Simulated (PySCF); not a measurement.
C₄H₁₁ClSi₂, SMILES ClC[Si@@H]1CCC[SiH2]1, geometry in Å:

```xyz
18

Cl     1.8371    -1.7559    -1.4362
C      2.5278    -0.5138    -0.3384
Si     1.1030     0.5093     0.3961
C     -0.1600    -0.6195     1.2678
C     -1.5877    -0.1862     0.8977
C     -1.7576     0.0001    -0.6176
Si    -0.4304     1.2263    -1.2215
H      3.1130    -1.0381     0.4317
H      3.2182     0.1033    -0.9307
H      1.6877     1.5511     1.3006
H     -0.0150    -0.6515     2.3590
H      0.0255    -1.6395     0.8870
H     -1.8279     0.7629     1.4108
H     -2.3170    -0.9230     1.2763
H     -1.5837    -0.9600    -1.1344
H     -2.7780     0.3254    -0.8752
H     -0.0451     1.0558    -2.6545
H     -0.8756     2.6414    -1.0108
```

GIAO shifts, PBE0/pcSseg-1 in PySCF, at a PBE0-D3(BJ)/def2-SVP geometry (no frequency check), against TMS for ¹³C computed at the same level. Gas phase, fully decoupled, line heights follow the number of nuclei, widths are arbitrary (no quadrupolar broadening); values of one conformer, averaged over methyl-type rotors and exact or near symmetry; other conformers aren't averaged in.

> Predict the ¹³C spectrum.

4 signals.


| δ (ppm) | nuclei | atoms |
| --- | --- | --- |
| 32.1 | 1 | C2 |
| 26.9 | 1 | C5 |
| 12.4 | 1 | C6 |
| 11.3 | 1 | C4 |

The order of signals that lie close, as those under 2 ppm apart, is within the error of the method.

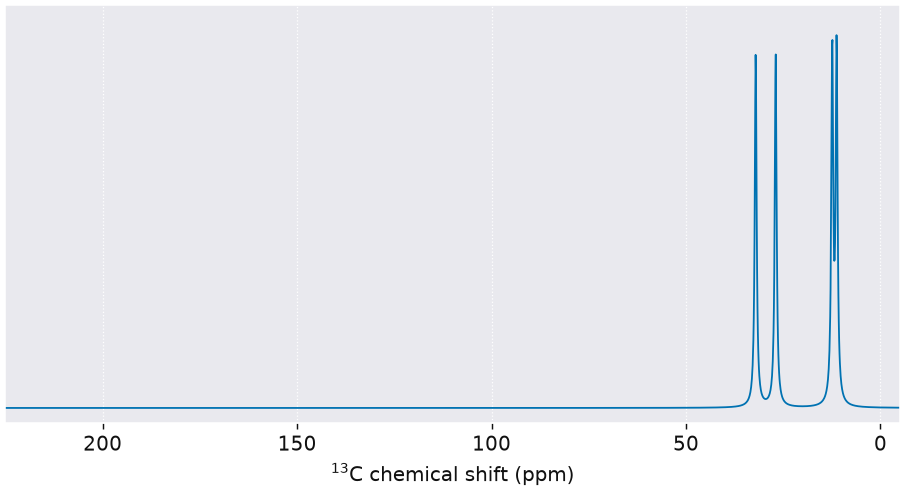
